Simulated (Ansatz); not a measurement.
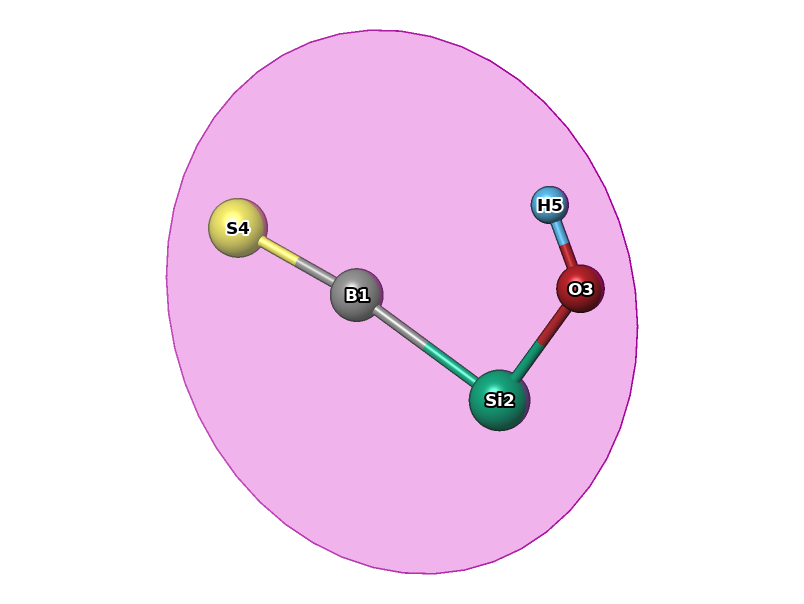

A disc through the centre of mass is drawn in. Depth is shown by fading: the farther an atom, the more it takes the colour of the background. The computed structure is the end point of a PBE-D4/def2-SVP optimisation. No frequency run is at hand to confirm it as a minimum.

Question: Is the plane of the disc a mirror plane of the structure?

Answer: Yes. The reflection leaves B1, Si2, O3, S4, H5 in place. The point group is Cs.
